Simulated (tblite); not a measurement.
**C$_{6}$H$_{13}$NSi: geometry relaxation (part 2 of 2)**

Continued. System: C$_{6}$H$_{13}$NSi, SMILES C1C[SiH2]N(C2CC2)C1. Method: GFN2-xTB geometry optimisation, gas phase (tblite 0.8.0). It belongs to a series of runs on one base structure; here: H on N replaced by cPr.

Geometry of the input (Å):
```
C  -1.6073  -1.0881  0.1915
C  -1.8926  0.0895  -0.7153
Si -0.9919  1.4371  0.2742
N  0.2541  0.2825  0.8527
C  1.0523  -0.1637  -0.2816
C  2.0431  0.8748  -0.8124
C  2.5345  -0.3540  -0.0536
C  -0.6255  -0.7889  1.2467
H  -1.3407  -2.0189  -0.3735
H  -2.6020  -1.3351  0.6846
H  -2.9436  0.2934  -0.8732
H  -1.3585  -0.0735  -1.6726
H  -0.4531  2.4754  -0.5870
H  -1.8675  1.9224  1.3194
H  0.6007  -0.8637  -0.9964
H  2.2254  0.8618  -1.8802
H  2.1368  1.8481  -0.2734
H  3.0470  -1.0774  -0.7335
H  2.9539  -0.2101  0.9592
H  0.0056  -1.6524  1.5503
H  -1.1796  -0.4423  2.1734
```

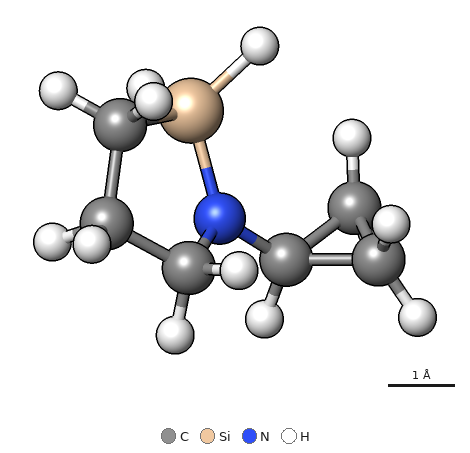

Fig. 1: The geometry at step 114 of the log (ball-and-stick view, seen at an oblique angle).

**Trajectory as extended XYZ, continued**
```
21
Properties=species:S:1:pos:R:3:forces:R:3 step=82 energy=-656.65732
C    -2.0154   -1.1443    0.1017    0.0310  -0.0120  -0.0020
C    -2.4507    0.3185    0.1487   -0.0200   0.0210   0.0100
Si   -0.9372    1.2468   -0.5293    0.0040  -0.0280  -0.0290
N     0.1081   -0.0749   -0.2094    0.0260   0.0080   0.0400
C     1.4970   -0.2024   -0.4592   -0.0120  -0.0460  -0.0180
C     2.3878    0.9973   -0.4242   -0.0310  -0.0290  -0.0300
C     2.5055   -0.0431    0.6489   -0.0410   0.0230   0.0020
C    -0.5330   -1.1980    0.4551    0.0230   0.0080   0.0030
H    -2.1417   -1.5199   -0.9149   -0.0230  -0.0050  -0.0150
H    -2.5953   -1.7757    0.7756   -0.0370  -0.0120   0.0150
H    -2.6744    0.6169    1.1733    0.0420  -0.0190  -0.0150
H    -3.3604    0.4708   -0.4281    0.0200   0.0100   0.0080
H    -1.0343    1.5439   -1.9644    0.0290   0.0040  -0.0030
H    -0.6363    2.4878    0.2003   -0.0200  -0.0340   0.0390
H     1.7262   -0.9679   -1.2024    0.0270   0.0160   0.0020
H     3.1741    1.0736   -1.1597   -0.0040   0.0080   0.0000
H     1.9307    1.9391   -0.1676    0.0270   0.0060   0.0090
H     3.3721   -0.6866    0.6538    0.0000  -0.0050  -0.0100
H     2.1407    0.2022    1.6330   -0.0360   0.0380   0.0160
H    -0.0698   -2.1351    0.1237   -0.0430   0.0270  -0.0160
H    -0.4028   -1.1320    1.5446    0.0370   0.0220  -0.0080
21
Properties=species:S:1:pos:R:3:forces:R:3 step=98 energy=-656.66503
C    -2.0275   -1.1412    0.1061    0.0200   0.0130   0.0060
C    -2.4322    0.3286    0.1714    0.0140   0.0240   0.0140
Si   -0.9287    1.2315   -0.5560   -0.0030   0.0090  -0.0250
N     0.1094   -0.0969   -0.2489   -0.0210   0.0030   0.0020
C     1.5053   -0.2092   -0.4545    0.0010   0.0070  -0.0060
C     2.3822    1.0001   -0.4274    0.0170   0.0000   0.0280
C     2.4753   -0.0062    0.6805   -0.0200  -0.0190   0.0150
C    -0.5328   -1.2268    0.3994    0.0230  -0.0190   0.0090
H    -2.2051   -1.5121   -0.9049   -0.0200  -0.0140   0.0100
H    -2.5936   -1.7572    0.8070   -0.0090  -0.0210  -0.0250
H    -2.5885    0.6314    1.2065   -0.0040  -0.0230   0.0160
H    -3.3685    0.5013   -0.3522    0.0070   0.0070  -0.0260
H    -1.0140    1.5262   -1.9934   -0.0010   0.0140   0.0420
H    -0.6333    2.4596    0.1957    0.0150   0.0140  -0.0010
H     1.7716   -0.9859   -1.1725    0.0080  -0.0180   0.0090
H     3.1881    1.0653   -1.1420    0.0070  -0.0070  -0.0040
H     1.9231    1.9479   -0.1970   -0.0140  -0.0080  -0.0330
H     3.3409   -0.6486    0.7415    0.0150   0.0230  -0.0260
H     2.0751    0.2743    1.6421   -0.0370   0.0110  -0.0060
H    -0.1055   -2.1594    0.0156   -0.0010  -0.0300  -0.0250
H    -0.3502   -1.2057    1.4824    0.0010   0.0340   0.0250
21
Properties=species:S:1:pos:R:3:forces:R:3 step=114 energy=-656.67552
C    -2.0252   -1.1474    0.1074   -0.0240   0.0120  -0.0160
C    -2.4013    0.3299    0.1987   -0.0140   0.0250   0.0130
Si   -0.8910    1.2358   -0.5109    0.0100  -0.0120   0.0200
N     0.1088   -0.1503   -0.3601    0.0070  -0.0090   0.0020
C     1.5173   -0.2419   -0.4691    0.0210   0.0170  -0.0180
C     2.3735    0.9815   -0.4736   -0.0030   0.0050   0.0090
C     2.3862    0.0742    0.7198    0.0140  -0.0330   0.0060
C    -0.5206   -1.2694    0.3203    0.0060   0.0150   0.0090
H    -2.2632   -1.5139   -0.8908   -0.0210  -0.0110  -0.0550
H    -2.5678   -1.7561    0.8326   -0.0060  -0.0120  -0.0060
H    -2.5639    0.6081    1.2398    0.0090   0.0210  -0.0010
H    -3.3281    0.5366   -0.3312    0.0080  -0.0340   0.0130
H    -0.9724    1.6381   -1.9183   -0.0130  -0.0010  -0.0060
H    -0.5646    2.4131    0.3124    0.0100  -0.0210   0.0130
H     1.8425   -1.0664   -1.1026   -0.0050  -0.0320   0.0220
H     3.2398    0.9942   -1.1174   -0.0080   0.0010  -0.0120
H     1.8862    1.9368   -0.3747   -0.0040   0.0240  -0.0090
H     3.2578   -0.5337    0.9057    0.0290   0.0000   0.0000
H     1.8892    0.4148    1.6147    0.0010   0.0350  -0.0030
H    -0.1390   -2.2102   -0.0937    0.0060   0.0070  -0.0060
H    -0.2729   -1.2567    1.3907   -0.0210   0.0030   0.0240
21
Properties=species:S:1:pos:R:3:forces:R:3 step=131 energy=-656.68668
C    -2.0423   -1.1507    0.0396   -0.0300  -0.0450   0.0270
C    -2.3919    0.3262    0.2107    0.0480  -0.0520  -0.0060
Si   -0.8525    1.2259   -0.4347    0.0240  -0.0050  -0.0020
N     0.1147   -0.1915   -0.3467    0.0150   0.0660  -0.0260
C     1.5258   -0.2836   -0.4201    0.0340   0.0890  -0.0130
C     2.3564    0.9511   -0.5533   -0.0210   0.0470   0.0090
C     2.3816    0.1784    0.7325    0.0490  -0.0240  -0.0310
C    -0.5504   -1.3068    0.3043    0.0550   0.0620   0.0270
H    -2.2488   -1.4568   -0.9875   -0.0120   0.0170   0.0100
H    -2.6201   -1.7858    0.7136   -0.0140  -0.0350  -0.0350
H    -2.5419    0.5473    1.2656   -0.0370   0.0210   0.0490
H    -3.3149    0.5749   -0.3039   -0.0140   0.0110  -0.0150
H    -0.9438    1.7152   -1.8134    0.0280  -0.0200  -0.0100
H    -0.4762    2.3313    0.4616   -0.0240   0.0180   0.0120
H     1.8680   -1.1654   -0.9619   -0.0280   0.0040   0.0530
H     3.2270    0.9170   -1.1896    0.0160  -0.0250  -0.0190
H     1.8508    1.9042   -0.5644    0.0060  -0.0450   0.0030
H     3.2759   -0.3767    0.9755   -0.0410  -0.0110   0.0220
H     1.8783    0.6051    1.5873    0.0030  -0.0020  -0.0460
H    -0.1573   -2.2454   -0.1007   -0.0460  -0.0370  -0.0050
H    -0.3474   -1.2972    1.3853   -0.0090  -0.0330  -0.0040
21
Properties=species:S:1:pos:R:3:forces:R:3 step=147 energy=-656.69639
C    -2.0541   -1.1548   -0.0106   -0.0040   0.0010  -0.0010
C    -2.4009    0.3139    0.2210   -0.0030  -0.0030   0.0000
Si   -0.8375    1.2336   -0.3399   -0.0050   0.0010   0.0000
N     0.1191   -0.1910   -0.2862    0.0000   0.0020  -0.0010
C     1.5296   -0.2927   -0.3567    0.0020   0.0030   0.0030
C     2.3691    0.9111   -0.6311   -0.0030  -0.0010  -0.0010
C     2.4058    0.2764    0.7287    0.0020  -0.0050   0.0000
C    -0.5700   -1.3318    0.2915    0.0000   0.0010   0.0030
H    -2.2260   -1.4008   -1.0598   -0.0030   0.0020  -0.0010
H    -2.6587   -1.8265    0.6019    0.0070   0.0020  -0.0050
H    -2.5927    0.4909    1.2791    0.0010   0.0000  -0.0010
H    -3.3032    0.5935   -0.3166    0.0040   0.0030   0.0030
H    -0.8754    1.7661   -1.7060   -0.0010   0.0000   0.0020
H    -0.4916    2.3076    0.6065   -0.0010  -0.0030  -0.0020
H     1.8564   -1.2319   -0.7997    0.0000   0.0010   0.0010
H     3.2271    0.7974   -1.2762    0.0040  -0.0010   0.0000
H     1.8705    1.8617   -0.7304   -0.0020  -0.0050   0.0020
H     3.2912   -0.2651    1.0257   -0.0050   0.0030   0.0010
H     1.9151    0.8009    1.5339    0.0010   0.0000  -0.0040
H    -0.1830   -2.2564   -0.1521    0.0040  -0.0010   0.0020
H    -0.4000   -1.3851    1.3764    0.0020   0.0020  -0.0020
```

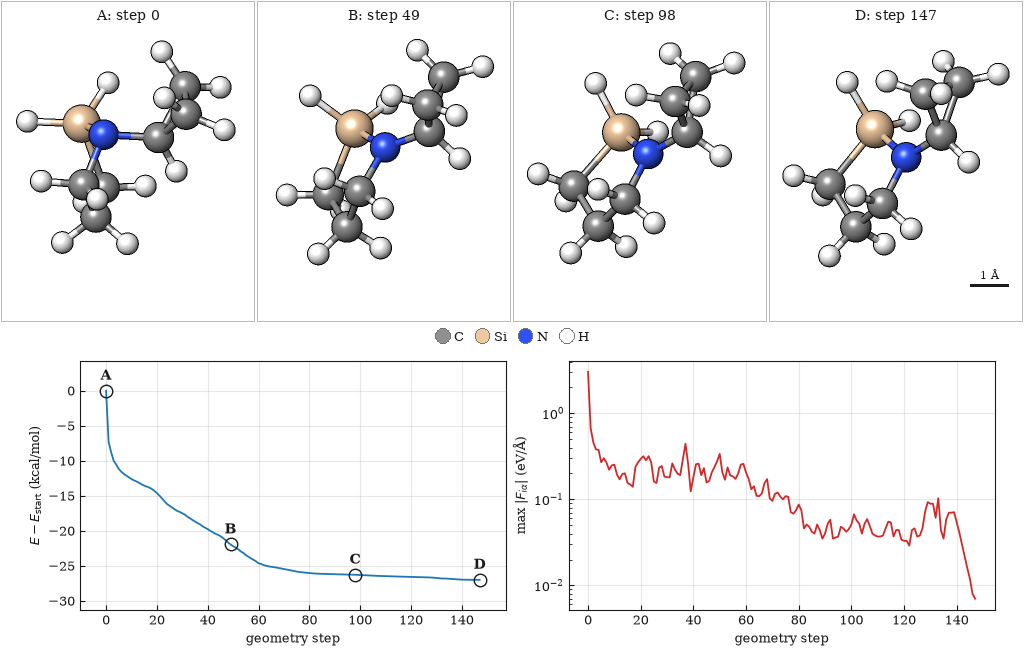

Fig. 2: Frames of the relaxation (ball-and-stick view, seen at a tilt) above the curves, on which the letters mark them (steps are counted from 0).

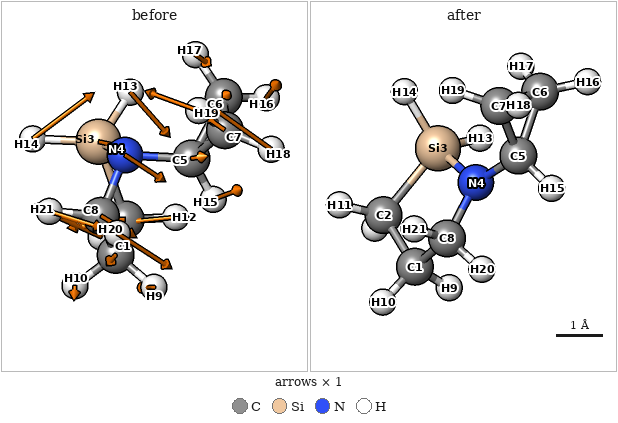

Fig. 3: Before (left) and after (right) the relaxation, at one scale (ball-and-stick view, seen at a tilt). The orange arrows give the displacements, at true length. Over 147 geometry steps the energy falls by 27.0 kcal/mol. Largest force component: 3 eV/Å at the start, 0.007 eV/Å at the end. The largest move after the best rigid fit is that of H12, 2.51 Å. By element the largest moves are H 2.51 Å, N 1.24 Å, C 1.14 Å, Si 0.72 Å. Among the contacts that change: Si3–N4 1.795 → 1.717 Å, C1–C8 1.472 → 1.525 Å, C1–H10 1.137 → 1.092 Å, N4–C5 1.457 → 1.416 Å. Among the angles that change: Si3–N4–C5 109.1° → 127.8°, Si3–N4–C8 98.2° → 113.6°, C6–C7–H18 111.5° → 118.8°. (Atoms are counted from 1 in the order of the input.)
